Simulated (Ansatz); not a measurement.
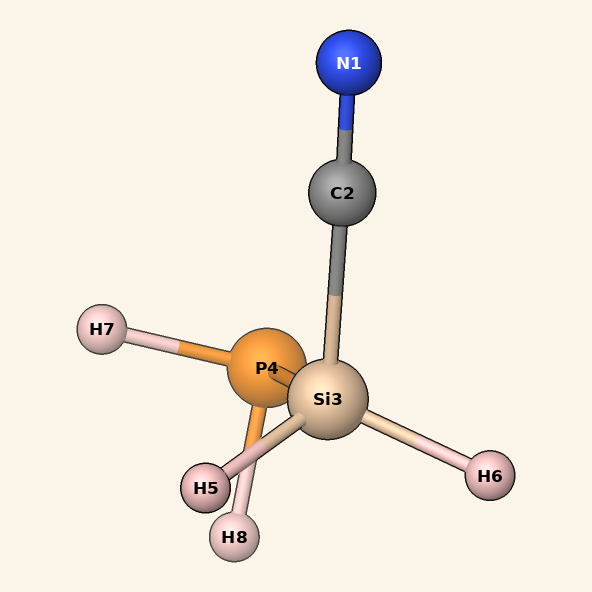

P4 lies behind Si3. The molecule seen a little off the Si3–P4 bond, Si3 in front. Depth is shown by fading: the farther an atom, the more it takes the colour of the background. The computed structure is the end point of a PBE0-D4/def2-TZVP optimisation.

What is the torsion angle C2–Si3–P4–H7? The sign is positive where the front bond must turn clockwise to cover the back bond.

Answer. −76°, synclinal (gauche).
